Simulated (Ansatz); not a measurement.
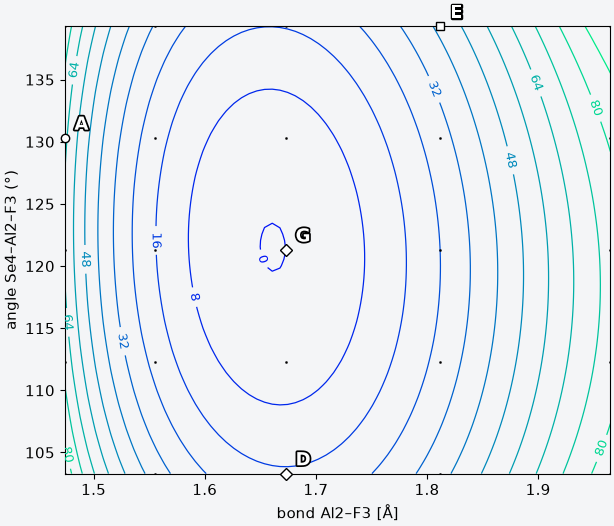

AlF2HSe, SMILES [F][Al]([F])[SeH]. Two internal coordinates are moved rigidly from the geometry relaxed at PBE0-D4/def2-TZVP, all others fixed. First axis: bond Al2–F3. Second axis: angle Se4–Al2–F3. The grid has 5 × 5 points. Points are written as (first, second). All energies are given in kJ/mol relative to the lowest grid point. These are results of Ansatz, RKS PBE-D4/def2-TZVPP, not measurements.

Drawn: contour lines labelled in kJ/mol, dots at the grid points, lettered points. Between grid points the surface is interpolated.

**Is A the lowest point of the computed grid?**

No. A lies 66 kJ/mol above the lowest grid point, which is at (1.673 Å, 121.3°).

**Rank the lettered points by energy, lowest first.**

G (0 kJ/mol), D (17 kJ/mol), E (42 kJ/mol), A (66 kJ/mol).
